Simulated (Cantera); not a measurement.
Feed: 1 mol MgO, 0.37 mol SO2, 3.1 mol CO2, 0.37 mol H2S, at 15.0 bar.

Cantera equilibrium calculation (NASA polynomials, part measured and part estimated; ideal gas, pure solids and liquids). Candidate condensed phases: C, C6H6, C7H8, C8H18, H2O, H2SO4, Mg, MgCO3, MgO, Mg(OH)2, MgS, MgSO4, S; 130 gas species. Gases not in the tables: S3 to S7. Equilibrium is a limit: real reactors are often held back by kinetics, nucleation or transport.

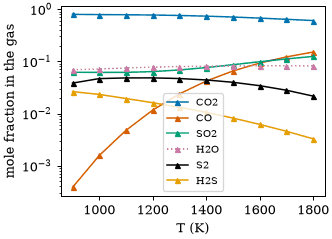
Fig. 1. Equilibrium gas composition (values under 1e-9 drawn at 1e-9)

Task: Read off the mole fractions at 1700 K.

Result: CO2 about 0.64, CO about 0.12, SO2 about 0.11, H2O about 0.082, S2 about 0.028, H2S about 0.0046.
